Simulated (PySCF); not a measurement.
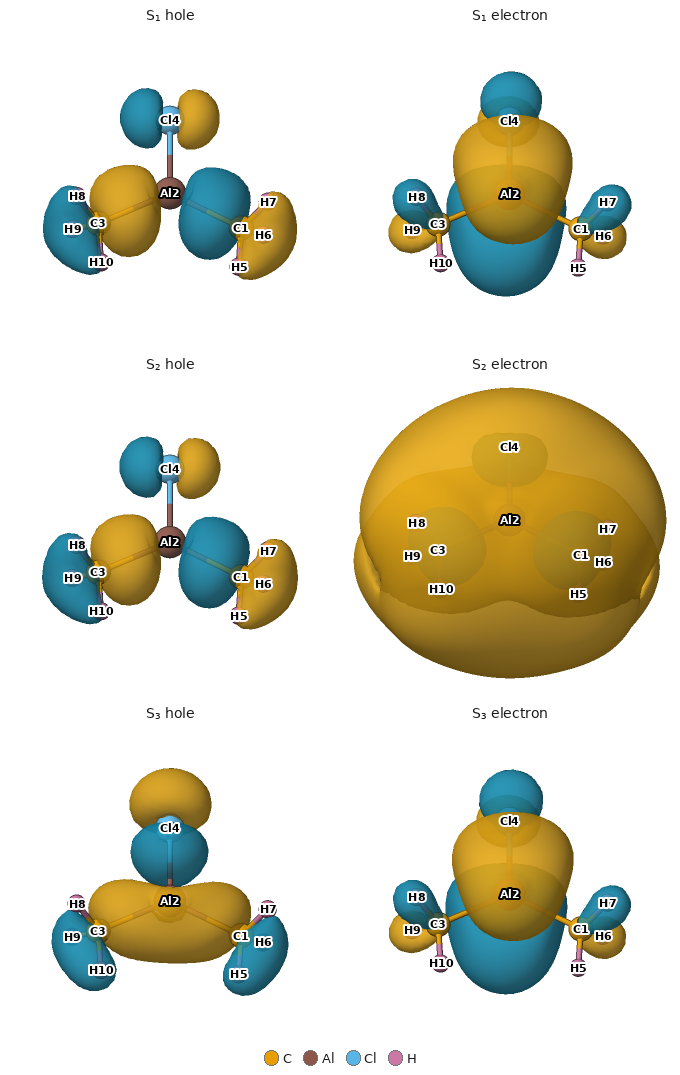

Figure 1: C₂H₆AlCl, SMILES `C[Al](C)Cl`. Leading natural transition orbitals (TDA singlet states).

PySCF calculation, BHandHLYP/def2-SVPD, gas phase; geometry: GFN2-xTB. No frequency check shows the geometry to be a minimum. GFN2-xTB bond lengths at metals and heavier atoms can be off by up to 0.1 Å and shapes distorted, which carries into these values.

Cartesian coordinates (Å):

```
C1      -1.2704    1.7737   -0.0002
Al2     -0.3604    0.0003   -0.0001
C3      -1.2649   -1.7764   -0.0005
Cl4      1.6785    0.0006    0.0004
H5      -2.3597    1.7042   -0.0019
H6      -0.9848    2.3692    0.8735
H7      -0.9722    2.3749   -0.8737
H8      -0.9770   -2.3710   -0.8740
H9      -0.9896   -2.3655    0.8732
H10     -2.3544   -1.7103    0.0007
```

### Describe these excited states.

By state:
- S₁: 6.05 eV (205 nm), f = 0.000 (dark), σ → empty p orbital of Al2; the leading pair carries 99 %; hole on C1 and C3 (27 % each), Al2 (18 %) and Cl4 (11 %), electron on Al2 (66 %), Cl4 (10 %) and C1 and C3 (6 % each); their centroids lie 0.3 Å apart.
- S₂: 6.92 eV (179 nm), f = 0.221 (bright), σ → diffuse (Rydberg-like) orbital; the leading pair carries 98 %; hole on C1 and C3 (27 % each), Al2 (18 %) and Cl4 (11 %), electron on Al2 (42 %), Cl4 (12 %) and C1 and C3 (7 % each) (atom shares of so diffuse an orbital are rough); their centroids lie 0.1 Å apart.
- S₃: 7.72 eV (161 nm), f = 0.019, σ or n → empty p orbital of Al2; the leading pair carries 96 %; hole on Cl4 (32 %), Al2 (21 %) and C1 and C3 (17 % each), electron on Al2 (65 %), Cl4 (12 %) and C1 and C3 (6 % each); their centroids lie 0.2 Å apart.

Run time: 2 min on 1 thread of Intel(R) Xeon(R) 6975P-C (Granite Rapids) (shared host), peak memory 0.71 GiB.
